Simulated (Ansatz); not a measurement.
## InSe, thickness series

Take InSe in the beta-GaS type structure (space group P6_3/mmc, No. 194; a = 4.017 Å, c = 16.933 Å; layered, stacked along the Cartesian z axis) as the base.

Free-standing slabs (4 atom(s) a layer) normal to the stacking axis with 15 Å of vacuum; in-plane cell relaxed.

All numbers come from r2SCAN+rVV10 (Ansatz, a first-principles code), no spin-orbit coupling.

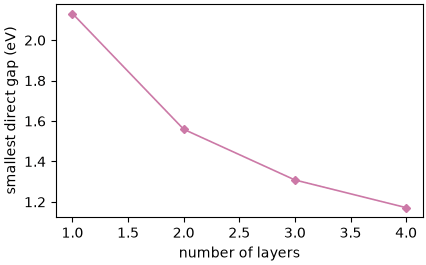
Fig. 1. Smallest direct gap against number of layers

```tsv
number of layers	smallest direct gap
1	2.13 eV
2	1.56 eV
3	1.31 eV
4	1.17 eV
```

No phonon test of stability was made.
